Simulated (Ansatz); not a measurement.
## Effect of x(In) = 0.75, 8 atoms, Amm2 on GaP

The reference is GaP in the zinc blende structure (space group F-43m, No. 216; a = 5.438 Å).

The other end (x = 1) is InP in the zinc blende structure (space group F-43m, No. 216): 25.39 Å³/atom, gap 0.57 eV.

It is then changed as follows: a fraction x = 0.75 of the Ga sites is given to In, ordered in a cell of 8 atoms (starting symmetry Amm2) and fully relaxed.

Level of theory: DFT with PBEsol, PAW potentials and a 420 eV plane-wave cutoff in Ansatz (an electronic-structure program), no spin-orbit coupling. Γ-centred 8×5×5 mesh, Fermi–Dirac width 0.05 eV, for the changed cell.

The volume per atom increases by 3.92 Å³ (20.11 Å³ → 24.03 Å³) and the density increases by 0.49 g/cm³ (4.16 g/cm³ → 4.65 g/cm³). The band gap falls by 0.91 eV to 0.54 eV and the gap character (in this cell's own zone, which can be folded) comes out as direct at Γ. The valence-band top at Γ (three highest levels, from the VBM) goes from 0.00, 0.00, 0.00 eV to 0.00, -0.05, -0.07 eV and the mixing energy comes out as +23 meV/atom. The deviation of the volume from the linear (Vegard-type) interpolation amounts to -0.2 % and the bowing parameter b of this ordering, from Eg = [1−x] Eg[0] + x Eg[1] − b x [1−x], comes out as 1.3 eV. The mean first-shell distances is Ga–P 2.412 Å (end compound 2.355 Å), In–P 2.530 Å (end compound 2.545 Å).

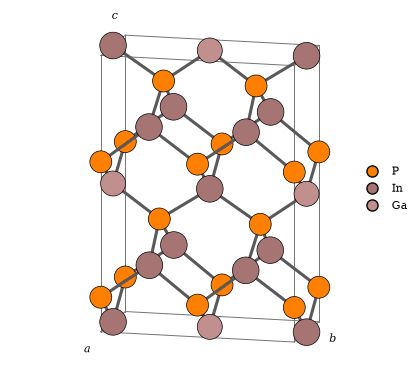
Figure. The relaxed conventional cell after the change

Cost of the whole job for the changed cell (relaxation, final SCF and bands): roughly 3 core-minutes.

These are small ordered cells, not random alloys; other orderings at the same x differ. No phonon test of stability was made. k-point labels follow each cell's own Brillouin zone.
